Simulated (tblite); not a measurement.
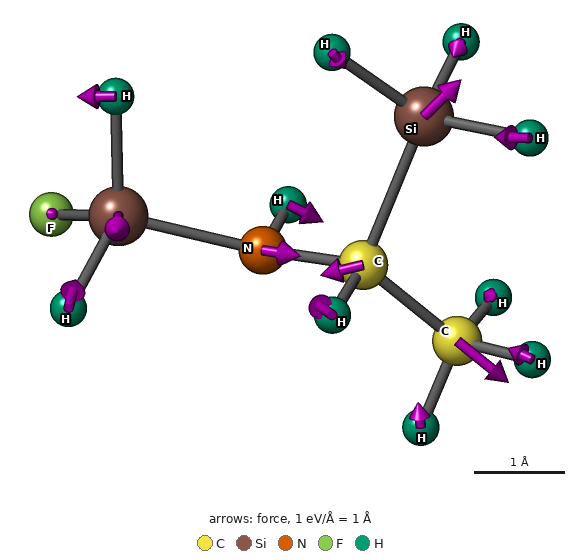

Starting geometry of C$_{2}$H$_{10}$FNSi$_{2}$ with the computed forces as purple arrows. The picture is a ball-and-stick view, seen at a tilt.

All numbers below come from tblite 0.8.0, GFN2-xTB geometry optimisation, gas phase. 

Question: Is this structure relaxed? If not, where do the atoms go?

Answer: It isn't relaxed: the largest force vector, on a Si atom, is 1.09 eV/Å. The final displacements have little in common with the starting forces (cosine between the two patterns 0.15). An H atom moves most after the best rigid fit: 0.81 Å. Largest moves by element: H 0.81 Å, N 0.29 Å, Si 0.24 Å, F 0.18 Å, C 0.15 Å. Among the contacts that change: H–Si 1.493 → 1.463 Å, C–N 1.476 → 1.451 Å, C–H 1.111 → 1.095 Å, C–C 1.520 → 1.528 Å. Among the angles between lasting bonds that change: Si–N–H 108.9° → 119.7°, N–Si–H 108.0° → 116.2°, F–Si–H 109.6° → 104.7°. Over 100 geometry steps the energy falls by 4.61 kcal/mol.
